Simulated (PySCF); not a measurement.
**C6H10OSi: density, localisation and related maps**

```tsv
atom	x (Å)	y (Å)	z (Å)
C	2.7658	0.1234	0.6219
C	1.7670	-0.3440	-0.4382
C	0.5659	0.5468	-0.4671
C	-0.7035	0.1957	-0.2379
C	-1.2008	-1.1356	0.0783
C	-2.5215	-1.1805	0.2551
O	-3.2361	-0.0321	0.1252
Si	-2.2650	1.2639	-0.2403
H	2.3112	0.0880	1.6096
H	3.0801	1.1461	0.4245
H	3.6467	-0.5148	0.6229
H	1.4800	-1.3760	-0.2390
H	2.2529	-0.3125	-1.4189
H	0.7836	1.5856	-0.6845
H	-0.5750	-2.0048	0.1662
H	-3.1151	-2.0477	0.4974
H	-2.6786	1.7805	-1.5408
H	-2.3663	2.2243	0.8539
```

Geometry: GFN2-xTB.

All numbers below come from PySCF, wB97X-D/def2-SVPD, SCF density, gas phase.

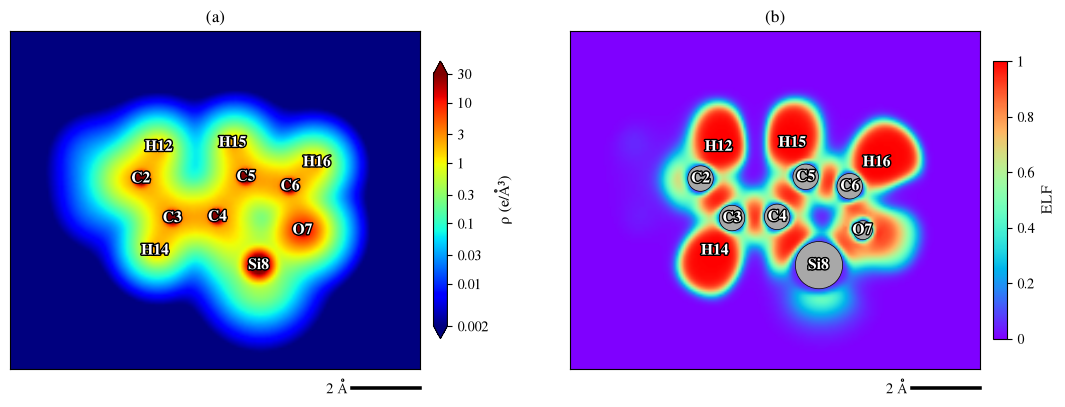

Figure 1. (a) electron density; (b) ELF on the plane of atoms C4, C5 and C6. Grey discs cover the atomic cores in the ELF map.

Describe what can be read from this map.

Atoms in the plane: C, O, Si and H. C–C (1.33 Å): ρ is about 2.3 e/Å³ halfway; the ELF peaks at about 0.95 between the atoms; a multiple bond. C–O (1.36 Å): ρ is about 2.3 e/Å³ halfway, with its minimum of 1.9 e/Å³ about 0.5 Å from C; the ELF peaks at about 0.90 between the atoms; a shared but strongly polarised pair. Si–O (1.66 Å): ρ is about 1.1 e/Å³ halfway; the ELF peaks at about 0.90 between the atoms: a shared but strongly polarised pair. C–Si (1.89 Å): the density is about 0.95 e/Å³ at the midpoint; the ELF peaks at about 0.95 between the atoms (a covalent bond). C–H (1.07 Å): ρ is about 2 e/Å³ halfway; the ELF climbs to about 1 towards the hydrogen, as it does in any bond to H; an ordinary covalent bond to hydrogen. The ELF also peaks beside O7, away from the bonds: lone-pair regions.

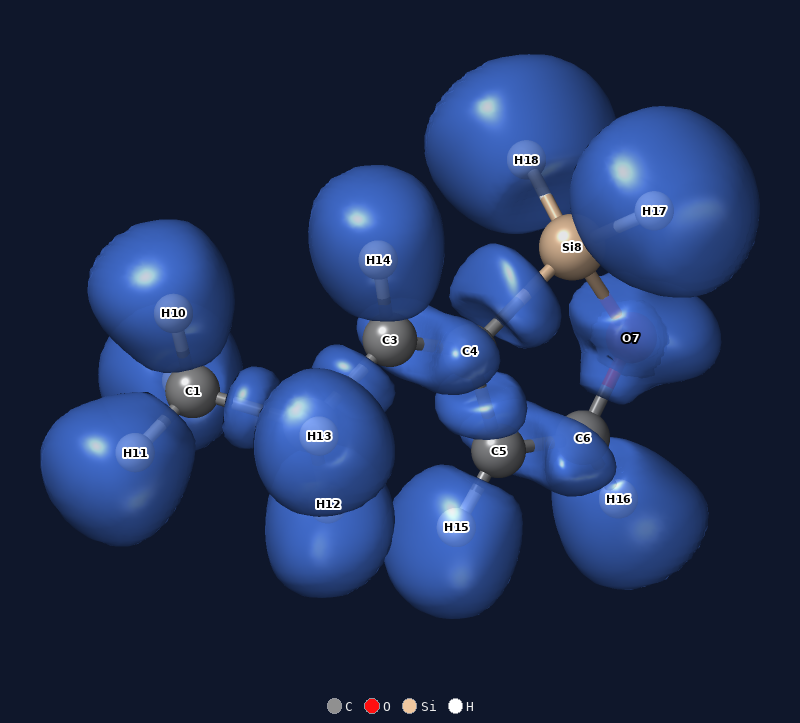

Figure 2. Isosurface of the electron localisation function at 0.75 (blue), seen at a tilt. Only the valence region is drawn (cores and ρ < 0.01 e/Å³ removed).

Where are the electrons localised?

The ELF exceeds this value in five regions between bonded C–C atoms (shared pairs), one region between bonded C–Si atoms (shared pairs), ten regions around hydrogen nuclei and one region on O in which the atom's valence shell and bonds are merged.

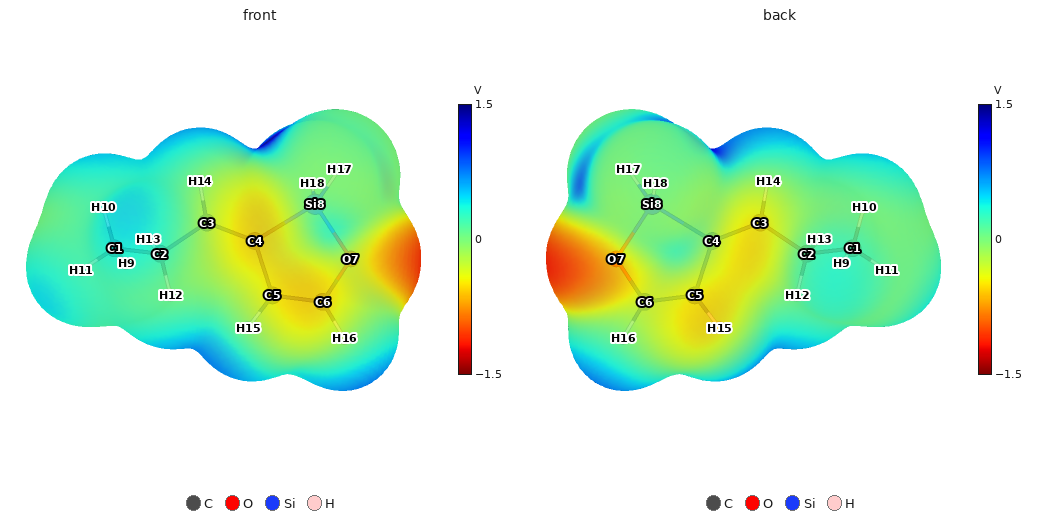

Figure 3. The molecular electrostatic potential painted on the density surface at 0.001 e/bohr³, seen from the front and from behind; the colour scale runs from red (negative) to blue (positive).

Describe the electrostatic potential map.

The most negative region (about −1.1 V) lies over O7, the most positive (about +1.3 V) over Si8. O7 is the likeliest acceptor of a hydrogen bond.

How polar is the molecule by this calculation?

Its dipole moment is 1.34 D.
